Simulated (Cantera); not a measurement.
A closed system holds: 1 mol Si3N4, 0.073 mol C, 0.63 mol H2, held at 81.0 mbar.

Cantera equilibrium calculation (NASA polynomials, part measured and part estimated; ideal gas, pure solids and liquids). Candidate condensed phases: C, C6H6, C7H8, C8H18, Si, SiC, Si3N4; 105 gas species. Mutual solubility and eutectic melting of coexisting phases are not modelled. The tables' values for SiN are old estimates; treat these amounts as uncertain. Gases not in the tables: Si2H6 and higher silanes. Equilibrium is a limit: real reactors are often held back by kinetics, nucleation or transport.

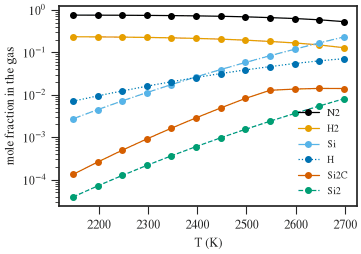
Figure: Equilibrium gas composition (values under 1e-9 drawn at 1e-9)

Problem. Read off the mole fractions at 2348 K.

Solution. N2 about 0.73, H2 about 0.22, H about 0.020, Si about 0.017, Si2C about 0.0016, Si2 about 0.00037.
